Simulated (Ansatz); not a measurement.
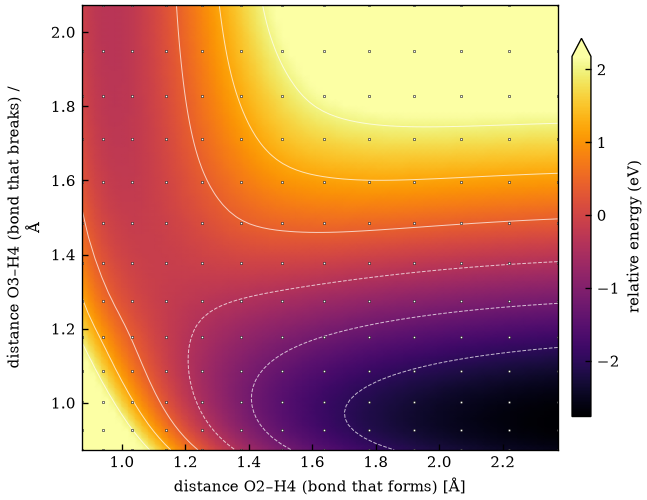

Energy landscape of the reacting system GaH3O2 (fragments GaH₃O₂ where the first distance is long, GaHO + H₂O where the second is long). First axis: distance O2–H4 (bond that forms). Second axis: distance O3–H4 (bond that breaks). Relaxed at each point: all other coordinates. The scan uses a 13 × 13 grid. Points are written as (first, second). All energies are given in eV relative to a guessed transition structure relaxed with its forming and breaking bonds held. The reference is spin-restricted, so regions where a bond is pulled apart into radicals lie too high. The calculation used Ansatz 0.2.0, RHF/def2-SVP.

In the figure: a smooth colour map with a few white contour lines, dots at the grid points, one colour for all values above the top of the scale. Between grid points the surface is interpolated. 

### Describe this landscape.

The lowest grid point is at (2.373 Å, 0.927 Å), −2.75 eV from a guessed transition structure relaxed with its forming and breaking bonds held. It lies at the edge of the scanned range, so the true minimum may lie outside. The highest grid point, (0.873 Å, 0.873 Å), lies 9.18 eV above the lowest. On the interpolated surface the lowest path from the side where the first distance is long, about (2.37 Å, 0.96 Å), to the side where the second distance is long, about (0.96 Å, 2.07 Å), has its top at about (1.12 Å, 1.39 Å), about 2.6 eV above the start and 0.21 eV above the end.

Grid values (eV):

| second ↓, first → | 0.873 | 0.940 | 1.033 | 1.138 | 1.253 | 1.375 | 1.504 | 1.638 | 1.777 | 1.920 | 2.067 | 2.218 | 2.373 |
| --- | --- | --- | --- | --- | --- | --- | --- | --- | --- | --- | --- | --- | --- |
| 2.073 | −0.06 | −0.32 | −0.22 | 0.22 | 0.88 | 1.61 | 2.33 | 2.92 | 3.32 | 3.50 | 3.56 | 3.58 | 3.58 |
| 1.949 | −0.02 | −0.30 | −0.23 | 0.17 | 0.78 | 1.46 | 2.09 | 2.58 | 2.87 | 2.99 | 3.02 | 3.02 | 3.01 |
| 1.828 | 0.04 | −0.26 | −0.24 | 0.12 | 0.67 | 1.26 | 1.78 | 2.17 | 2.36 | 2.43 | 2.44 | 2.42 | 2.40 |
| 1.711 | 0.13 | −0.20 | −0.23 | 0.06 | 0.52 | 1.01 | 1.44 | 1.68 | 1.79 | 1.82 | 1.81 | 1.78 | 1.75 |
| 1.596 | 0.27 | −0.11 | −0.20 | 0.00 | 0.35 | 0.71 | 0.99 | 1.13 | 1.18 | 1.16 | 1.13 | 1.09 | 1.05 |
| 1.485 | 0.49 | 0.04 | −0.15 | −0.07 | 0.14 | 0.37 | 0.50 | 0.54 | 0.52 | 0.48 | 0.42 | 0.37 | 0.33 |
| 1.378 | 0.81 | 0.27 | −0.06 | −0.13 | −0.08 | −0.02 | −0.02 | −0.07 | −0.14 | −0.22 | −0.30 | −0.37 | −0.42 |
| 1.275 | 1.26 | 0.60 | 0.10 | −0.16 | −0.30 | −0.42 | −0.54 | −0.67 | −0.80 | −0.91 | −1.01 | −1.09 | −1.15 |
| 1.177 | 1.89 | 1.09 | 0.36 | −0.14 | −0.49 | −0.77 | −1.01 | −1.21 | −1.39 | −1.53 | −1.65 | −1.75 | −1.82 |
| 1.085 | 2.77 | 1.72 | 0.72 | −0.03 | −0.59 | −1.02 | −1.36 | −1.63 | −1.85 | −2.03 | −2.17 | −2.28 | −2.37 |
| 1.001 | 3.86 | 2.55 | 1.25 | 0.26 | −0.50 | −1.07 | −1.51 | −1.85 | −2.11 | −2.32 | −2.48 | −2.60 | −2.70 |
| 0.927 | 5.17 | 3.59 | 2.00 | 0.76 | −0.18 | −0.88 | −1.40 | −1.80 | −2.10 | −2.32 | −2.50 | −2.64 | −2.75 |
| 0.873 | 6.43 | 4.63 | 2.80 | 1.37 | 0.29 | −0.50 | −1.09 | −1.53 | −1.85 | −2.10 | −2.29 | −2.44 | −2.55 |

The input of one point:

```yaml
crystal:
  periodic: [false, false, false]
  atoms:
    - { symbol: Ga, position_ang: [-0.007041, 0.633975, 0.135574] }
    - { symbol: O, position_ang: [0.1595, -1.063709, 0.616311] }
    - { symbol: O, position_ang: [-0.29747, 0.400919, -1.590049] }
    - { symbol: H, position_ang: [-0.264068, -0.523188, -1.655155] }
    - { symbol: H, position_ang: [0.081647, 1.914625, 0.999219] }
    - { symbol: H, position_ang: [0.327532, -1.362522, 1.494202] }
basis:
  gaussian: { orbitals: def2-SVP }
hamiltonian:
  xc: hf
output:
  forces: true
relax:
  f_tol: 0.02
  max_steps: 50
  escape_saddle: false
  constraints: [{ distance: [1, 3] }, { distance: [2, 3] }]
scf:
  lower_state_search: "off"
```

Each point was launched as `ansatz run input.yaml --threads 1 --pin off --max-ram 2560MiB --backend cpu --events-out ev --progress --plain --runs-dir out`. Time for the 169 points that were run: 14 min on 1 thread of Arm Neoverse V2, with other jobs on the host.
